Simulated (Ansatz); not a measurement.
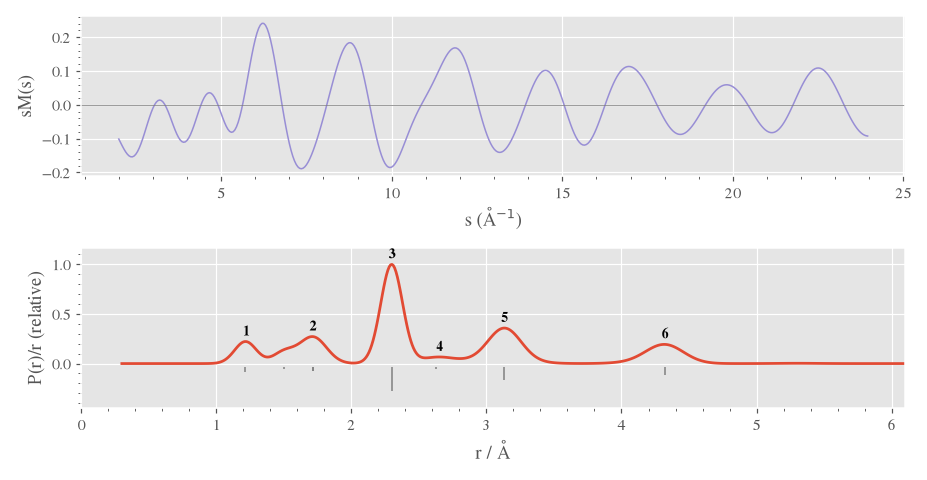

Simulated gas electron diffraction: reduced molecular intensity sM(s) from the Debye equation in the first Born approximation (top) and the radial distribution curve (bottom) of CH2BOSb. Each pair of atoms contributes with weight ZᵢZⱼ/r (bars below the curve); damping constant 0.002 Å²; vibrational amplitudes assumed, not computed: 0.05 Å for bonds, 0.078 Å for bonds to H, 0.06 + 0.015 r up to 0.15 Å for other pairs. The geometry is the end point of an optimisation (Ansatz, RKS PBE0-D4/def2-SVP); it may be a saddle point or a higher isomer.

**Read the positions of the numbered peaks and name the main pairs (– for bonds).**

Peak 1, 1.22 Å: O–C 1.22 Å
Peak 2, 1.71 Å: Sb–H 1.71–1.72 Å (×2); in its flanks C–B 1.50 Å
Peak 3, 2.30 Å: Sb–O 2.30 Å
Peak 4, 2.65 Å: O···B 2.63 Å, O···H 2.78 Å, not resolved
Peak 5, 3.13 Å: Sb···C 3.13 Å
Peak 6, 4.32 Å: Sb···B 4.32 Å
